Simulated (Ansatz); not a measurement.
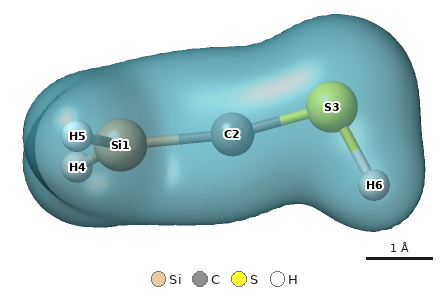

CH3SSi (SMILES [SiH2]=[C+]S) (charge +1). Isosurface of the electron density at 0.1 e/Å³ (cyan), seen from one side.

Geometry: PBE0-D4/def2-TZVP.

Method: RKS PBE0-D4/def2-TZVPP in Ansatz 0.2.0.

```tsv
atom	x (Å)	y (Å)	z (Å)
Si	-0.8609	0.4003	-0.7981
C	0.2679	-0.3180	0.2646
S	1.1899	-1.2212	1.1599
H	-2.1558	0.7998	-0.2301
H	-0.4236	0.6346	-2.1812
H	1.9826	-0.2954	1.7850
```

Q: How is the density connected at this value?

A: At this value the surface is in one piece. It bridges the sampled C–S (1.57 Å), C–Si (1.71 Å), S–H (1.37 Å) and Si–H (1.47 Å) contacts, where the density stays above the isovalue. On the grid the lowest density along these lines, outside the cores, is 1.8 e/Å³ (C–S, 1.57 Å), 0.99 e/Å³ (C–Si, 1.71 Å), 1.5 e/Å³ (S–H, 1.37 Å) and 0.87 e/Å³ (Si–H, 1.47 Å).
